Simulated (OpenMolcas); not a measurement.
# [SiCl3]+ (SMILES Cl[Si+](Cl)Cl): levels of theory compared

Wanted: a comparison of 6 runs (B3LYP/aug-cc-pVDZ, BHLYP/aug-cc-pVDZ, BLYP/aug-cc-pVDZ, M06-L/aug-cc-pVDZ, PBE/aug-cc-pVDZ, MP2/aug-cc-pVDZ) of [SiCl3]+. 

The calculation is run with OpenMolcas 26.06.

1 further run of the same task is left out (set aside as unsound or not needed).

## 1. The structure to begin with

The species is [SiCl3]+ (4 atoms), meant as a singlet with charge +1. SMILES: `Cl[Si+](Cl)Cl`. One bond was lengthened or shortened from a relaxed shape.

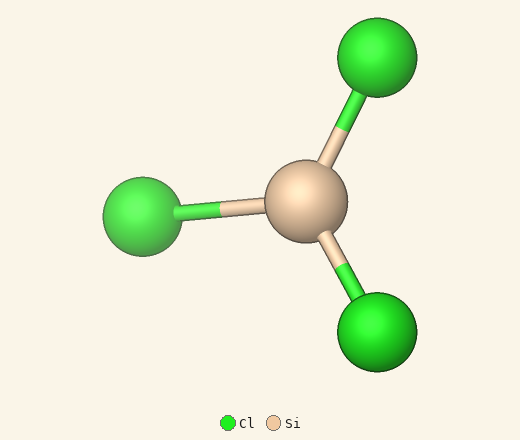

Viewed from a chosen angle; chlorine green, silicon light orange.

## 2. A single-point energy at B3LYP/aug-cc-pVDZ (run 1)

test.inp

```
>>> EXPORT MOLCAS_PRINT=2
&GATEWAY
BasLib=$CurrDir
Coord
4
angstrom
Cl      -1.523602      -0.816105       1.206918
Si       0.032398      -0.193905       0.215918
Cl       1.804398      -0.863405       0.665518
Cl      -0.216000       1.292000      -1.440300
Basis=aug-cc-pVDZ
Group=NoSym
&SEWARD
GridInput
Grid=UltraFine
End of Grid
&SCF
Charge=1
KSDFT=B3LYP
Thresholds=1e-10 1e-07 1e-07 1e-05
PrOrbitals=1 1
```

The basis set aug-cc-pVDZ is read from a file made from the Basis Set Exchange's data (not shown).

Launch:

```sh
$ export MOLCAS_MEM=1860
$ pymolcas test.inp > test.log
```

Standard output:

```text
--- Start Module: gateway ---
[...]
--- Stop Module: gateway /rc=_RC_ALL_IS_WELL_ ---
--- Start Module: seward ---
[...]
      Basis functions          108
--- Stop Module: seward /rc=_RC_ALL_IS_WELL_ ---
[...]
--- Start Module: scf ---
[...]
       Convergence after  19 Iterations
[...]
::    Total KS-DFT energy                           -1669.9511345724
[...]
      Total spin, S                                     0.0000000000
[...]
      Total electronic charge=   64.000000
      Total            charge=    1.000000
[...]
      Dipole Moment (debye):
      Origin of the operator (angstrom)=    0.0239   -0.1428    0.1592
                   X=  1.3777E-01               Y= -8.2423E-01               Z=  9.1801E-01           Total=  1.2414E+00
      Center of Charge (angstrom)
[...]
--- Stop Module: scf /rc=_RC_ALL_IS_WELL_ ---
[...]
```

It took 36 s on 1 thread of Intel Xeon 6975P-C (Granite Rapids), shared host; peak memory 0.63 GiB.

## 3. A single-point energy at BHLYP/aug-cc-pVDZ (run 2)

input.xyz

```xyz
4

Cl    -1.523602    -0.816105     1.206918
Si     0.032398    -0.193905     0.215918
Cl     1.804398    -0.863405     0.665518
Cl    -0.216000     1.292000    -1.440300
```

run.inp

```
&GATEWAY
 BasLib=$CurrDir
 Coord=input.xyz
 Basis=aug-cc-pVDZ
 Group=NoSym

&SEWARD
 GridInput
 Grid=UltraFine
 End of Grid

&SCF
 Charge=1
 KSDFT=HYB_GGA_XC_BHANDHLYP
 Thresholds=1e-10 1e-07 1e-07 1e-05
 PrOrbitals=1 1
```

The basis set aug-cc-pVDZ is read from a file made from the Basis Set Exchange's data (not shown).

Launch:

```sh
$ export MOLCAS_MEM=1860
$ pymolcas run.inp > run.log
```

Standard output:

```text
--- Start Module: gateway ---
[...]
--- Stop Module: gateway /rc=_RC_ALL_IS_WELL_ ---
--- Start Module: seward ---
[...]
      Basis functions          108
--- Stop Module: seward /rc=_RC_ALL_IS_WELL_ ---
[...]
--- Start Module: scf ---
[...]
       Convergence after  17 Iterations
[...]
::    Total KS-DFT energy                           -1669.8954865367
[...]
      Total spin, S                                     0.0000000000
[...]
      Total electronic charge=   64.000000
      Total            charge=    1.000000
[...]
      Dipole Moment (debye):
      Origin of the operator (angstrom)=    0.0239   -0.1428    0.1592
                   X=  1.4292E-01               Y= -8.5511E-01               Z=  9.5230E-01           Total=  1.2878E+00
      Center of Charge (angstrom)
[...]
--- Stop Module: scf /rc=_RC_ALL_IS_WELL_ ---
[...]
```

Wall time 33 s (1 thread of Intel Xeon 6975P-C (Granite Rapids), shared host); peak memory 0.63 GiB.

Runs 3 to 4 aren't shown in full; the table further down has their settings and results.

## 4. A single-point energy at PBE/aug-cc-pVDZ (run 5)

run.inp

```
&GATEWAY
 BasLib=$CurrDir
 Coord
 4
 angstrom
 Cl      -1.523602      -0.816105       1.206918
 Si       0.032398      -0.193905       0.215918
 Cl       1.804398      -0.863405       0.665518
 Cl      -0.216000       1.292000      -1.440300
 Basis=aug-cc-pVDZ
 Group=NoSym

&SEWARD
 GridInput
 Grid=UltraFine
 End of Grid

&SCF
 Charge=1
 KSDFT=PBE
 Thresholds=1e-10 1e-07 1e-07 1e-05
 PrOrbitals=1 2
```

The basis set aug-cc-pVDZ is read from a file made from the Basis Set Exchange's data (not shown).

Launch:

```sh
$ export MOLCAS_MEM=1860
$ pymolcas run.inp > run.log
```

Standard output:

```text
--- Start Module: gateway ---
[...]
--- Stop Module: gateway /rc=_RC_ALL_IS_WELL_ ---
--- Start Module: seward ---
[...]
      Basis functions          108
--- Stop Module: seward /rc=_RC_ALL_IS_WELL_ ---
[...]
--- Start Module: scf ---
[...]
       Convergence after  19 Iterations
[...]
::    Total KS-DFT energy                           -1669.1897672874
[...]
      Total spin, S                                     0.0000000000
[...]
      Total electronic charge=   64.000000
      Total            charge=    1.000000
[...]
      Dipole Moment (debye):
      Origin of the operator (angstrom)=    0.0239   -0.1428    0.1592
                   X=  1.3424E-01               Y= -8.0309E-01               Z=  8.9455E-01           Total=  1.2096E+00
      Center of Charge (angstrom)
[...]
--- Stop Module: scf /rc=_RC_ALL_IS_WELL_ ---
[...]
```

Wall time 32 s (1 thread of Intel Xeon 6975P-C (Granite Rapids), shared host); peak memory 0.63 GiB.

## 5. A single-point energy at MP2/aug-cc-pVDZ (run 6)

mol.input

```
&GATEWAY
  BASLIB=$CurrDir
  COORD
  4
  angstrom
  Cl      -1.523602      -0.816105       1.206918
  Si       0.032398      -0.193905       0.215918
  Cl       1.804398      -0.863405       0.665518
  Cl      -0.216000       1.292000      -1.440300
  BASIS=aug-cc-pVDZ
  GROUP=NoSym

&SEWARD

&SCF
  CHARGE=1
  THRESHOLDS=1e-10 1e-07 1e-07 1e-05
  PRORBITALS=1

&MBPT2
  FROZEN=20
```

The basis set aug-cc-pVDZ is read from a file made from the Basis Set Exchange's data (not shown).

Launch:

```sh
$ export MOLCAS_MEM=1860
$ pymolcas mol.input > mol.log
```

Standard output:

```text
--- Start Module: gateway ---
[...]
--- Stop Module: gateway /rc=_RC_ALL_IS_WELL_ ---
[...]
      Basis functions          108
[...]
--- Start Module: scf ---
[...]
       Convergence after  17 Iterations
[...]
::    Total SCF energy                              -1667.2543761348
[...]
      Total spin, S                                     0.0000000000
[...]
      Total electronic charge=   64.000000
      Total            charge=    1.000000
[...]
      Dipole Moment (debye):
      Origin of the operator (angstrom)=    0.0239   -0.1428    0.1592
                   X=  1.4925E-01               Y= -8.9309E-01               Z=  9.9448E-01           Total=  1.3449E+00
      Center of Charge (angstrom)
[...]
--- Stop Module: scf /rc=_RC_ALL_IS_WELL_ ---
[...]
--- Start Module: mbpt2 ---
[...]
WARNING!
Default frozen orbitals as non valence orbitals is overwritten by user input.
Default values:  17
[...]
       Reference weight ( Cref**2 )         =        0.81932
::    Total MBPT2 energy                            -1667.7663257769
[...]
      Total MBPT2 calculations                           0.62      0.69
--- Stop Module: mbpt2 /rc=_RC_ALL_IS_WELL_ ---
[...]
```

Wall time 13 s (1 thread of Intel Xeon 6975P-C (Granite Rapids), shared host); peak memory 0.63 GiB.

## 6. Overview of the runs

```csv
run,level,integration grid,frozen core orbitals,energy (Eh),HOMO energy (eV),LUMO energy (eV),HOMO–LUMO gap (eV),wall time
1,B3LYP/aug-cc-pVDZ,UltraFine,–,-1669.951135,-14.71,-9.15,5.56,36 s
2,BHLYP/aug-cc-pVDZ,UltraFine,–,-1669.895487,-16.30,-7.93,8.37,33 s
3,BLYP/aug-cc-pVDZ,UltraFine,–,-1669.890102,-13.38,-9.67,3.71,39 s
4,M06-L/aug-cc-pVDZ,UltraFine,–,-1669.886523,-13.86,-9.56,4.30,41 s
5,PBE/aug-cc-pVDZ,UltraFine,–,-1669.189767,-13.57,-9.80,3.78,32 s
6,MP2/aug-cc-pVDZ,–,20,-1667.766326,-18.40,-5.36,13.04,13 s
```

## 7. Summary of results

| quantity | value |
| --- | --- |
| run 6: total energy | -1667.76633 Eh |
| run 6: HOMO energy (Hartree–Fock orbitals) | -18.40 eV |
| run 6: LUMO energy (Hartree–Fock orbitals) | -5.36 eV |
| run 6: HOMO–LUMO gap (Hartree–Fock orbitals) | 13.04 eV |
| run 6: correlation energy (20 core orbitals frozen) | -511.9 mEh |

What this shows: Over runs 1, 2, 3, 4, 5 the HOMO–LUMO gap runs from 3.71 eV (BLYP/aug-cc-pVDZ) to 8.37 eV (BHLYP/aug-cc-pVDZ). Totals of different functionals can't be ranked against each other. All runs together took 3.2 min, the longest 41 s.
